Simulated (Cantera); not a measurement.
Charge: 1 mol FeS, 0.49 mol O₂, 20 mol N₂, equilibrated at 12.8 Torr.

Cantera equilibrium calculation (NASA polynomials, part measured and part estimated; ideal gas, pure solids and liquids). Candidate condensed phases: Fe, FeO, FeS, FeSO₄, FeS₂, Fe₂O₃, Fe₂(SO₄)₃, Fe₃O₄, S; 19 gas species. Metal and sulfide melt together well below either melting point, which pure phases cannot show. Mutual solubility and eutectic melting of coexisting phases are not modelled. The tables' stoichiometric FeO is somewhat more stable than real wüstite, so its field is too wide. FeO, FeS: taken at fixed stoichiometry. Gases not in the tables: S₃ to S₇. Equilibrium is a limit: real reactors are often held back by kinetics, nucleation or transport.

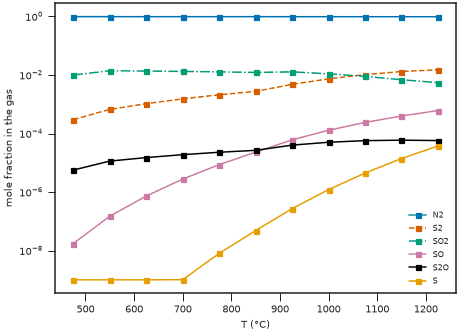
Fig. 1. Equilibrium gas composition (values under 1e-9 drawn at 1e-9)

At 475 °C the condensed part is FeS(s) + FeS₂(s) + Fe₃O₄(s). From 550 °C to 850 °C the condensed part is FeS(s) + Fe₃O₄(s). From 925 °C to 1150 °C the condensed part is FeO(s) + FeS(s). At 1225 °C the condensed part is FeO(s) + FeS(l).
